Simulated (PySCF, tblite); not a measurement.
# C₂H₉B₃N₃ radical: geometry, infrared bands and EPR parameters

Wanted: the infrared bands and EPR parameters of C₂H₉B₃N₃ radical (`CB1NB[N]BN1C`), by calculation.

Computed with tblite 0.8.0 and PySCF 2.14.0, with density-fitted response routines of our own, on a single molecule in the gas phase. Atoms are numbered from 0 throughout.

### 1 The starting structure

17 atoms, charge 0, multiplicity 2; geometry from: force field or distance geometry start.

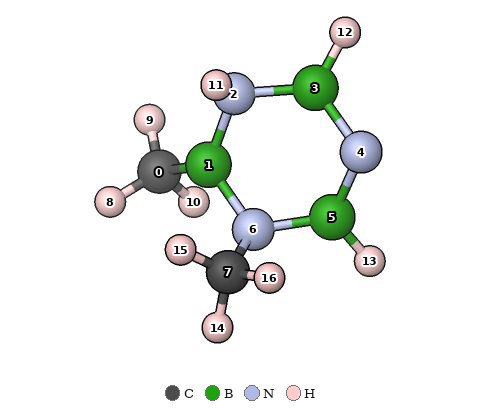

As it starts; carbon dark grey, boron green, nitrogen light blue, hydrogen pink, atoms numbered.

### 2 Optimising the geometry with GFN2-xTB

Job settings and geometry (Å):

```
{"job": {"kind": "relax", "xc": "GFN2-xTB", "basis": "xTB"}, "charge": 0, "multiplicity": 2}
C      2.020500    -1.010400     0.151900
B      0.718200    -0.188600    -0.332800
N      0.836600     1.153300    -0.991400
B      0.113100     2.265800    -0.233600
N     -1.235800     1.994200     0.456800
B     -1.117900     0.676600     1.185700
N     -0.540900    -0.487000     0.438400
C     -1.479200    -1.307700    -0.242100
H      1.997700    -2.028400    -0.294000
H      2.939300    -0.459400    -0.045800
H      1.908400    -1.052500     1.265400
H      0.392800     1.125300    -1.951400
H      0.329800     3.410300    -0.431200
H     -1.567600     0.508400     2.261600
H     -1.679300    -2.231900     0.351000
H     -1.183100    -1.557000    -1.277800
H     -2.459500    -0.798900    -0.320600
```

Command:

```sh
OMP_NUM_THREADS=1 python probes_run.py task.json out
```

The driver reads the jobs from task.json and runs them one after another.

Standard output:

```text
step      E/eV     max force
  0    -580.03640    5.586
  1    -580.84129    3.498
  2    -581.14759    3.337
  3    -581.29902    0.837
  4    -581.37376    0.735
  5    -581.44016    0.817
  6    -581.48324    0.774
  7    -581.61135    0.933
  8    -581.72891    1.239
  9    -581.86394    1.430
 10    -582.04733    1.623
 11    -582.18506    1.122
 12    -582.28061    0.681
 13    -582.29665    1.639
 14    -582.35949    1.088
 15    -582.39295    0.529
 16    -582.44008    0.465
 17    -582.46850    0.549
 18    -582.51092    0.566
 19    -582.54613    0.415
 20    -582.57600    0.378
 21    -582.60463    0.581
 22    -582.63678    0.659
 23    -582.68018    0.648
 24    -582.73222    0.462
 25    -582.77642    0.442
 26    -582.81592    0.544
 27    -582.86034    0.664
 28    -582.89805    0.668
 29    -582.94710    0.598
 30    -582.99820    0.566
 31    -583.05245    0.634
 32    -583.09293    0.540
 33    -583.13317    0.412
 34    -583.15501    0.339
 35    -583.18092    0.343
 36    -583.20417    0.348
 37    -583.23204    0.304
 38    -583.25124    0.341
 39    -583.26913    0.382
 40    -583.29774    0.379
 41    -583.33030    0.423
 42    -583.35070    0.596
 43    -583.37449    0.318
 44    -583.39293    0.435
 45    -583.41081    0.418
 46    -583.42867    0.395
 47    -583.44639    0.308
 48    -583.46308    0.310
 49    -583.47698    0.239
 50    -583.48628    0.224
 51    -583.49341    0.203
 52    -583.50039    0.223
 53    -583.50926    0.237
 54    -583.51898    0.197
 55    -583.52541    0.197
 56    -583.53102    0.210
 57    -583.53747    0.223
 58    -583.54481    0.186
 59    -583.55025    0.176
 60    -583.55352    0.149
 61    -583.55658    0.147
 62    -583.56035    0.166
 63    -583.56384    0.138
 64    -583.56622    0.101
 65    -583.56783    0.088
 66    -583.56920    0.076
 67    -583.57019    0.053
 68    -583.57070    0.057
 69    -583.57098    0.057
 70    -583.57126    0.046
 71    -583.57156    0.035
 72    -583.57183    0.031
 73    -583.57204    0.033
 74    -583.57220    0.038
 75    -583.57235    0.036
 76    -583.57251    0.029
 77    -583.57267    0.034
 78    -583.57286    0.037
 79    -583.57305    0.035
 80    -583.57326    0.046
 81    -583.57349    0.041
 82    -583.57375    0.042
 83    -583.57407    0.050
 84    -583.57448    0.051
 85    -583.57500    0.051
 86    -583.57562    0.063
 87    -583.57625    0.070
 88    -583.57692    0.070
 89    -583.57776    0.067
 90    -583.57884    0.076
 91    -583.57983    0.096
 92    -583.58023    0.109
 93    -583.58114    0.066
 94    -583.58164    0.061
 95    -583.58241    0.078
 96    -583.58323    0.089
 97    -583.58413    0.082
 98    -583.58447    0.119
 99    -583.58493    0.092
100    -583.58538    0.049
101    -583.58571    0.036
102    -583.58647    0.028
103    -583.58663    0.030
104    -583.58681    0.027
105    -583.58689    0.022
106    -583.58700    0.024
107    -583.58708    0.022
108    -583.58715    0.019
109    -583.58719    0.019
110    -583.58723    0.015
111    -583.58727    0.013
112    -583.58730    0.012
113    -583.58733    0.013
114    -583.58735    0.011
115    -583.58736    0.009
```

It took 0.75 s on 1 thread of Arm Neoverse V1, shared host; peak memory 0.17 GiB.

The steps of the relaxation: (not every step is listed)

| step | energy from step 0 (eV) | largest force (eV/Å) |
| --- | --- | --- |
| 0 | 0.0000 | 5.5862 |
| 1 | -0.8049 | 3.4982 |
| 2 | -1.1112 | 3.3369 |
| 3 | -1.2626 | 0.8366 |
| 4 | -1.3374 | 0.7354 |
| 5 | -1.4038 | 0.8170 |
| 6 | -1.4468 | 0.7742 |
| 7 | -1.5750 | 0.9326 |
| 8 | -1.6925 | 1.2392 |
| 18 | -2.4745 | 0.5662 |
| 28 | -2.8617 | 0.6681 |
| 38 | -3.2148 | 0.3408 |
| 48 | -3.4267 | 0.3095 |
| 58 | -3.5084 | 0.1863 |
| 68 | -3.5343 | 0.0568 |
| 78 | -3.5365 | 0.0366 |
| 88 | -3.5405 | 0.0699 |
| 98 | -3.5481 | 0.1191 |
| 108 | -3.5507 | 0.0192 |
| 110 | -3.5508 | 0.0151 |
| 111 | -3.5509 | 0.0133 |
| 112 | -3.5509 | 0.0122 |
| 113 | -3.5509 | 0.0127 |
| 114 | -3.5510 | 0.0110 |
| 115 | -3.5510 | 0.0093 |

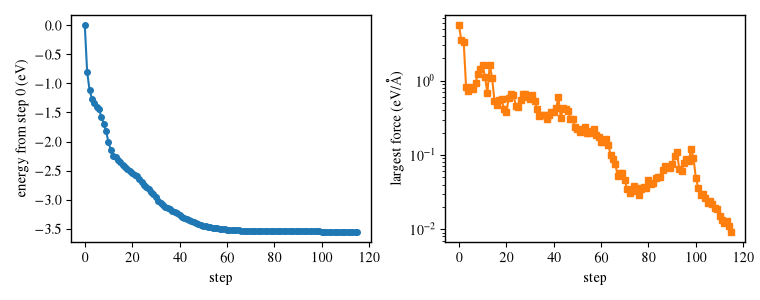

Energy and force, step by step.

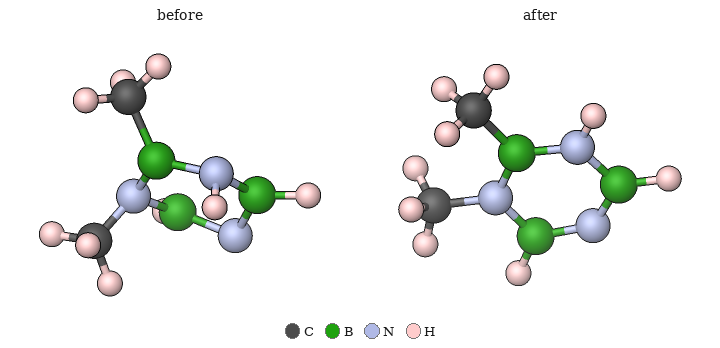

The geometry before (left) and after (right).

Close pairs (by a distance rule), those that changed most:

```csv
bond,before (Å),after (Å),change (Å)
B3–N4,1.539,1.368,-0.171
N4–B5,1.510,1.367,-0.144
B1–N2,1.499,1.413,-0.087
N2–B3,1.528,1.443,-0.085
B1–N6,1.506,1.421,-0.085
N2–H11,1.058,1.009,-0.049
B5–N6,1.498,1.449,-0.049
C0–H10,1.120,1.088,-0.032
```

The end geometry stands in the next job.

### 3 Vibrational analysis with GFN2-xTB

Job settings and geometry (Å):

```
{"job": {"kind": "ir", "xc": "GFN2-xTB", "basis": "xTB"}, "charge": 0, "multiplicity": 2}
C      1.641360    -1.114113    -0.443943
B      0.598515     0.067682    -0.179870
N      0.988792     1.413639    -0.358730
B      0.096886     2.528306    -0.147473
N     -1.154032     2.135880     0.244852
B     -1.661526     0.883986     0.451230
N     -0.735288    -0.207939     0.226740
C     -1.184535    -1.571936     0.436056
H      1.318908    -1.734907    -1.277864
H      2.636071    -0.744512    -0.680117
H      1.729150    -1.767580     0.421369
H      1.931064     1.627899    -0.648671
H      0.455379     3.630988    -0.311135
H     -2.763975     0.665511     0.784542
H     -0.663434    -2.025284     1.284131
H     -0.986751    -2.180002    -0.449768
H     -2.253583    -1.595589     0.638741
```

Standard output:

```text
mode    cm-1     km/mol
  1      70.5      0.15
  2     119.8      1.37
  3     123.4      0.67
  4     197.0      0.15
  5     256.1      0.15
  6     293.9      1.14
  7     313.1      2.93
  8     374.1      0.20
  9     419.2      1.07
 10     453.2      4.74
 11     501.6     11.36
 12     604.6     19.69
 13     656.0     29.27
 14     682.5      0.57
 15     723.4    142.96
 16     759.0     70.17
 17     857.8      1.85
 18     869.7     84.09
 19     932.9     12.47
 20     945.1      1.63
 21     981.9      3.48
 22    1036.8      3.73
 23    1067.0     11.68
 24    1094.4      0.78
 25    1161.9     28.76
 26    1176.8      1.17
 27    1253.9    126.48
 28    1291.1     87.84
 29    1314.6     32.18
 30    1381.8      4.12
 31    1415.3      0.52
 32    1470.7     36.97
 33    1481.4      5.55
 34    1485.8     17.59
 35    1504.4      0.21
 36    1505.6      2.29
 37    2582.5    118.02
 38    2600.1    111.80
 39    2942.9     42.03
 40    2967.1     30.86
 41    3015.2     42.94
 42    3020.9     35.68
 43    3026.7     27.90
 44    3038.9     43.05
 45    3445.5      0.26
```

Wall time 0.52 s (1 thread of Arm Neoverse V1, shared host); peak memory 0.17 GiB.

Which atoms move in the most intense modes:

```
cm⁻¹  km/mol                                atoms
 723   143.0                    H13 53 %, B5 31 %
 759    70.2          H12 47 %, B3 24 %, H11 13 %
 870    84.1  H8 30 %, H10 27 %, B1 20 %, C0 17 %
1254   126.5            B5 35 %, B3 31 %, N4 12 %
1291    87.8                     B1 44 %, N2 24 %
2582   118.0                             H13 90 %
2600   111.8                             H12 90 %
3039    43.0                              H9 82 %
```

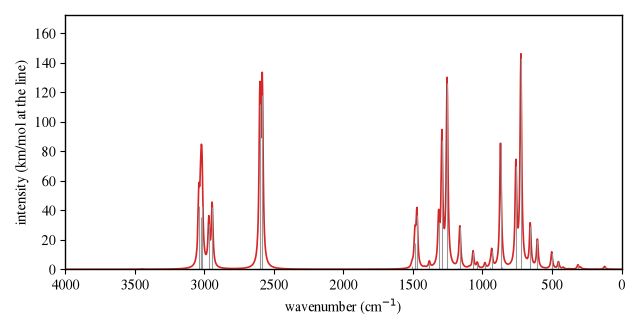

The infrared spectrum from these modes, unscaled. Lines are broadened to a width of 14 cm⁻¹ (Lorentzian).

### 4 EPR parameters: B3LYP/pcH-1

The job, as its differences from that of step 3:

```diff
@@ -1,2 +1,2 @@
-{"job": {"kind": "ir", "xc": "GFN2-xTB", "basis": "xTB"}, "charge": 0, "multiplicity": 2}
+{"job": {"kind": "epr", "basis": "pcH-1"}, "charge": 0, "multiplicity": 2}
 C      1.641360    -1.114113    -0.443943
```

With the program's defaults for keys left out, this is: UKS B3LYP, pcH-1 on B C H N, non-relativistic, mean-field spin-orbit, GIAO.

Standard output:

```text
UKS, coarse grid
  cycle   1  E = -320.55168468  |g| = 4.10e-01
  cycle   2  E = -320.51216857  |g| = 5.25e-01
  cycle   3  E = -320.63796472  |g| = 5.84e-02
  cycle   4  E = -320.63931132  |g| = 3.29e-02
  cycle   5  E = -320.63984024  |g| = 7.00e-03
  cycle   6  E = -320.63987652  |g| = 3.45e-03
  cycle   7  E = -320.63988535  |g| = 1.56e-03
  cycle   8  E = -320.63988652  |g| = 8.53e-04
UKS, final grid
  cycle   1  E = -320.63992410  |g| = 1.45e-03
  cycle   2  E = -320.63992204  |g| = 2.68e-03
  cycle   3  E = -320.63992506  |g| = 1.14e-04
  cycle   4  E = -320.63992508  |g| = 6.56e-05
  cycle   5  E = -320.63992510  |g| = 5.40e-05
  cycle   6  E = -320.63992510  |g| = 1.92e-05
E = -320.63992510 Eh   <S^2> = 0.7544 (exact 0.7500)
g shifts (ppm)      1          2          3
  rmc          -230       -230       -230
  gc              5         56        -77
  oz_so          93       2887       3041
  total        -132       2712       2734
hyperfine (MHz)  atom isotope    a_iso     a_fc   dipolar eigenvalues
    0   13C       5.90       5.90     -0.89     -0.75      1.64
    1   11B      -5.37      -5.37     -2.43     -0.11      2.55
    2   14N      23.24      23.24     -3.10     -2.86      5.96
    3   11B      10.79      10.79     -9.76     -3.59     13.35
    4   14N      85.51      85.51    -40.19    -35.62     75.81
    5   11B      11.32      11.32     -9.48     -3.71     13.19
    6   14N      20.72      20.72     -3.11     -2.86      5.98
    7   13C       2.53       2.53     -1.66     -1.54      3.20
    8    1H      -0.73      -0.73     -0.84     -0.63      1.47
    9    1H      -0.52      -0.52     -1.10     -0.59      1.68
   10    1H      -0.47      -0.47     -0.87     -0.59      1.46
   11    1H      23.92      23.92     -4.90     -2.35      7.25
   12    1H      75.41      75.41     -5.44     -4.47      9.91
   13    1H      81.67      81.67     -5.52     -4.44      9.96
   14    1H       1.81       1.81     -1.51     -0.77      2.27
   15    1H       3.55       3.55     -1.51     -0.66      2.17
   16    1H       0.56       0.56     -2.01     -0.83      2.84
```

Run time: 91 s. Hardware: 1 thread of Arm Neoverse V1, shared host; peak memory 1.1 GiB.

Principal g values 2.00219, 2.00503, 2.00505; g(iso) = 2.00409, against 2.00232 for a free electron.

Hyperfine couplings; where a row names several nuclei, a(iso) is their mean (it holds for fast rotation or exchange) and the dipolar term the largest among them:

```csv
nuclei,isotope,a(iso) (MHz),"a(iso) (G, at g = 2.0023)",largest dipolar term (MHz)
N4,14N,85.5,30.5,75.8
H13,1H,81.7,29.1,10.0
H12,1H,75.4,26.9,9.9
H11,1H,23.9,8.5,7.2
N2,14N,23.2,8.3,6.0
N6,14N,20.7,7.4,6.0
B5,11B,11.3,4.0,13.2
B3,11B,10.8,3.9,13.4
C0,13C,5.9,2.1,1.6
B1,11B,-5.4,-1.9,2.5
C7,13C,2.5,0.9,3.2
"H14, H15, H16",1H,2.0,0.7,2.8
"H8, H9, H10",1H,-0.6,-0.2,1.7
```

Mulliken spin populations:

C0 0.01; B1 -0.01; N2 0.05; B3 -0.05; N4 0.89; B5 -0.05; N6 0.05; C7 0.01; H8 0.00; H9 0.00; H10 0.00; H11 0.01; H12 0.04; H13 0.05; H14 0.00; H15 0.00; H16 0.00

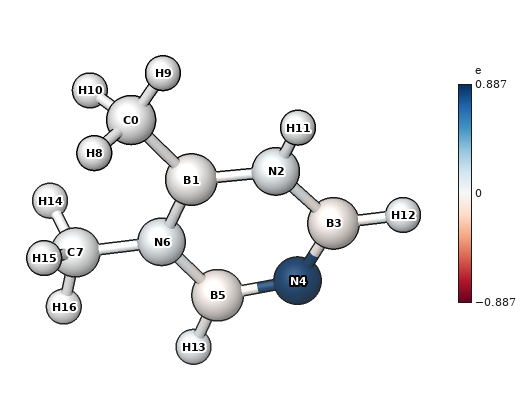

Mulliken spin populations, as colours on the atoms.

The fields below are evaluated on a grid from the run's orbitals.

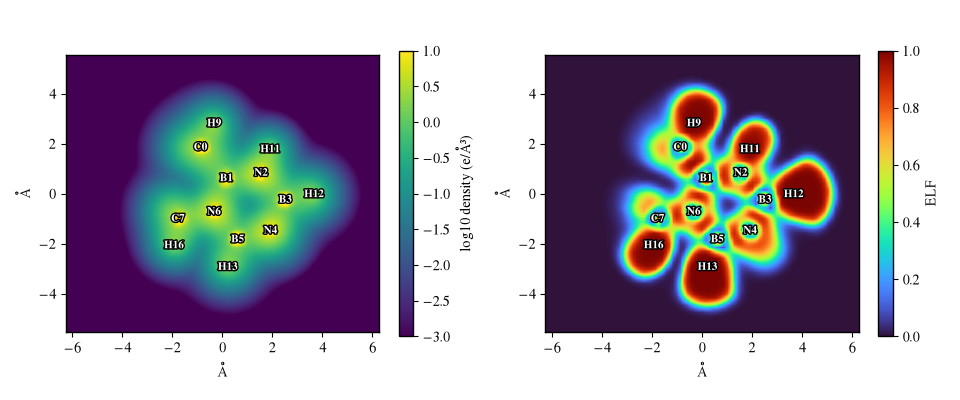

Density (left) and ELF (right) in a plane through or near 13 of the atoms.

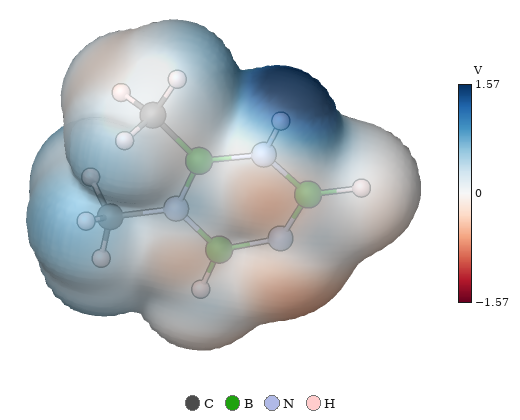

Electrostatic potential on the surface of density 0.002 e/bohr³; red is low, blue high. It runs from -0.58 V near N4 to 1.57 V near H11.

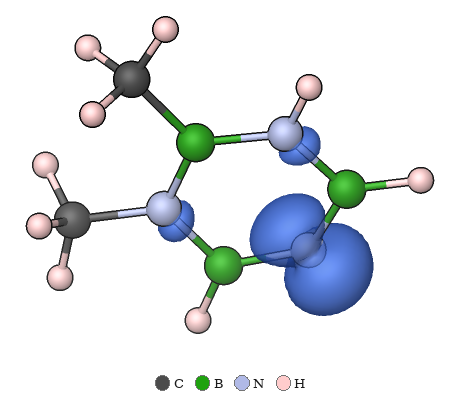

Spin density at ±0.08 e/Å³ (alpha excess blue, beta excess red).

### 5 Outcome

| quantity | value |
| --- | --- |
| strongest single infrared mode (GFN2-xTB) | 723 cm⁻¹, 143 km/mol |
| zero-point energy (GFN2-xTB) | 82.1 kcal/mol |
| g(iso) (B3LYP) | 2.00409 |
| ⟨S²⟩ | 0.754 (exact 0.75) |
| largest a(iso) (averaged by class) | 14N on N4, 85.5 MHz |
| potential on the surface of density 0.002 e/bohr³, 1st and 99th percentile | -0.58 V and 1.57 V |

What this shows: Relaxing lowered the energy by 3.551 eV in 115 steps; the close pair that moved most is B3–N4, from 1.539 to 1.368 Å. All 45 modes are real, so the xTB geometry is a minimum. The strongest single mode, at 723 cm⁻¹, moves mainly H13 and B5. Unscaled tight-binding wavenumbers are off by several per cent, some by more. Its intensities can rank the bands wrongly. Most of the unpaired spin sits on N4 (0.89 e). The isotropic g lies 1.8 ppt above the free-electron value. These values are for one conformer; the search (at its own cheap level) found 1 more, at 0.21 kcal/mol, and measured spectra average over such forms.
